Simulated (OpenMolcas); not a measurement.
# V⁴⁺ in Cs2ZrCl6: CASSCF and CASPT2 levels and susceptibility

Which state of V⁴⁺ lies lowest among these ligands, how large is the field, and what χT follows?

Program: OpenMolcas 26.06. Level of theory: state-averaged CASSCF and CASPT2, spin-orbit coupling by RASSI with atomic mean-field integrals. These are calculated values, not measurements, unless marked.

### Step 1. Starting point

```
Species                           : V⁴⁺ (vanadium, Z = 23, 19 electrons)
Basis                             : ANO-RCC-VTZP [6s5p3d2f1g], 167 functions with the ligands
Scalar Hamiltonian                : DKH2, point nucleus
Inactive shells                   : 1s 2s 2p 3s 3p of the metal, and all ligand shells
Active space                      : 1 electron in 5 orbitals (3d)
Some configurations of this space : 3d
Orbitals                          : optimised for each spin and parity, averaged over all roots
```

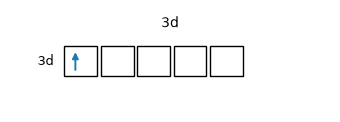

Occupation of the outer shells (arrows by Hund's rule).

V⁴⁺ is taken with its 6 nearest chloride ions at 2.34 Å, on the cation site of Cs2ZrCl6 (a = 10.407 Å). The rest of the host is ab initio model potentials to 7.6 Å and point charges beyond; the distance is set by hand, nothing relaxes, and no local charge compensation is placed. Ligand basis ANO-RCC-VDZP.

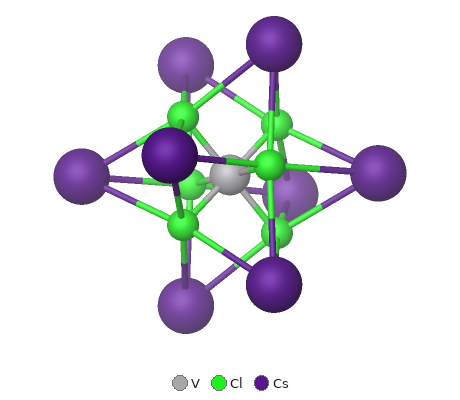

The cluster and the nearest host cations, which are model potentials (vanadium grey, chlorine green, caesium purple); what lies farther out is not drawn.

```xyz
15

V     0.0000    0.0000    0.0000
Cl    2.3400    0.0000    0.0000
Cl    0.0000    2.3400    0.0000
Cl   -2.3400    0.0000    0.0000
Cl    0.0000   -2.3400    0.0000
Cl    0.0000    0.0000    2.3400
Cl    0.0000    0.0000   -2.3400
Cs    2.6018   -2.6018   -2.6018
Cs   -2.6018    2.6018    2.6018
Cs    2.6018   -2.6018    2.6018
Cs   -2.6018    2.6018   -2.6018
Cs    2.6018    2.6018   -2.6018
Cs   -2.6018   -2.6018    2.6018
Cs    2.6018    2.6018    2.6018
Cs   -2.6018   -2.6018   -2.6018
```

Each step is its own input file, run in one work folder so that later steps find the files of earlier ones. Labels, J, g values, rates, χT and fits are worked out afterwards by a script from the matrices that RASSI stores.

### Step 2. Basis and integrals

The input, a.inp:

```
&GATEWAY
Basis set
V.ANO-RCC-VTZP.
V1 0.0 0.0 0.0 Angstrom
End of basis
Basis set
Cl.ANO-RCC-VDZP.
L1 2.340000 0.000000 0.000000 Angstrom
L2 0.000000 2.340000 0.000000 Angstrom
L3 0.000000 0.000000 2.340000 Angstrom
End of basis
Basis set
Cs.EMB-AIMP.Seijo.0s.0s.ECP.Cs2ZrCl6.
PseudoCharge
* 4 symmetry-unique lattice sites within 7.6 angstrom
End of basis
Basis set
Cl.EMB-AIMP.Seijo.0s.0s.ECP.Cs2ZrCl6.
PseudoCharge
* 12 symmetry-unique lattice sites within 7.6 angstrom
End of basis
Basis set
Zr.EMB-AIMP.Seijo.0s.0s.ECP.Cs2ZrCl6.
PseudoCharge
* 6 symmetry-unique lattice sites within 7.6 angstrom
End of basis
Symmetry
XYZ
AngMom=0.0 0.0 0.0
AMFI
RICD
XField
1385 Angstrom 0
* Evjen-weighted lattice charges
&SEWARD
```

Launch:

```
> OMP_NUM_THREADS=1 MOLCAS_MEM=2457 MOLCAS_PROJECT=a pymolcas a.inp > a.log
```

### Step 3. Reference wave functions, doublets, 5 roots

The input, a.inp:

```
&RASSCF
FileOrb=start.orb
Symmetry=1
Spin=2
nActEl=1 0 0
Inactive=30 33
Ras2=5 0
CIRoot=5 5 1
SDav=5
CIMx=300
Iter=150 100
PrWF=0.3
OrbListing=Nothing
MaxOrb=0
LevShft=1.0
>>> COPY $Project.JobIph JOB001
```

start.orb holds start orbitals that the driver prepared beforehand, or those of the step before.

### Step 4. State interaction with spin-orbit coupling

The input, a.inp:

```
&RASSI
NrOfJobIphs=1 5
1 2 3 4 5
IphNames
JOB001
EJob
SpinOrbit
DIPRint=1.0
SOCoupling=1000.0
Subsets=2
Property=9
'ANGMOM' 1 'ANGMOM' 2 'ANGMOM' 3 'MLTPL  1' 1 'MLTPL  1' 2 'MLTPL  1' 3
'AMFI' 1 'AMFI' 2 'AMFI' 3
SOProperty=3
'ANGMOM' 1 'ANGMOM' 2 'ANGMOM' 3
```

### Step 5. CASPT2: IPEA 0.25, imaginary shift 0.1 (closed shells correlated: 3s 3p of the metal, with ligand shells; the Frozen line counts the rest)

The input, a.inp:

```
>>> COPY JOB001 $Project.JobIph
&CASPT2
Multistate=5 1 2 3 4 5
NoMult
Frozen=17 18
IPEA=0.25
Imaginary=0.1
MaxIter=60
WThr=0.0 0.3 0.05
PrWF=0.5
NoMix
```

### Step 6. CASPT2: IPEA 0.25, sigma2 regulariser 0.3 (closed shells correlated: 3s 3p of the metal, with ligand shells; the Frozen line counts the rest)

Changes to a.inp since step 5:

```diff
@@ -6,3 +6,3 @@
 IPEA=0.25
-Imaginary=0.1
+Sig2=0.3
 MaxIter=60
```

(Steps that only read results are left out.)

**Question.** What will these runs give? Wanted: spin-free ground state; first state of the same spin within the active space; lowest level; next level.

As calculated:

```
                                            quantity                                                                                                                                          value
                                              method  SS-CASPT2, IPEA 0.25, imaginary shift 0.1 (closed shells correlated: 3s 3p of the metal, with ligand shells; the Frozen line counts the rest)
                              spin-free ground state                                                                                                                2T2, 3-fold in its orbital part
first state of the same spin within the active space                                                                                                                               2E at 22300 cm⁻¹
                                        lowest level                                                                                                                                      4-fold Γ8
                                          next level                                                                                                                                     329.1 cm⁻¹
                                         χT at 300 K                                                                                                                                 0.37 cm³ K/mol
                           effective moment at 300 K                                                                                                                                        1.72 μB
```

Cost by method:

```csv
method,time of its own steps,time with the reference
A. CASSCF,29 s,29 s
"B. SS-CASPT2, IPEA 0.25, imaginary shift 0.1, +3s 3p",40 s,69 s
"C. SS-CASPT2, IPEA 0.25, sigma2 regulariser 0.3, +3s 3p",41 s,70 s
```

Times are of one thread on a shared host.

The spin-free ground state (2T2) is 3-fold and keeps the highest spin of the shell. χT at 300 K is 0.37, against 0.38 cm³ K/mol for the spin alone; near agreement at one temperature doesn't show that the orbital moment is quenched. A ligand-field fit to the states below 45000 cm-1 gives 10Dq = 22347 cm-1, the gap between the two states. CASPT2 does not keep the components of a term degenerate, and the means are used. The bonds are covalent and no ligand orbital is active, so the numbers are rough.
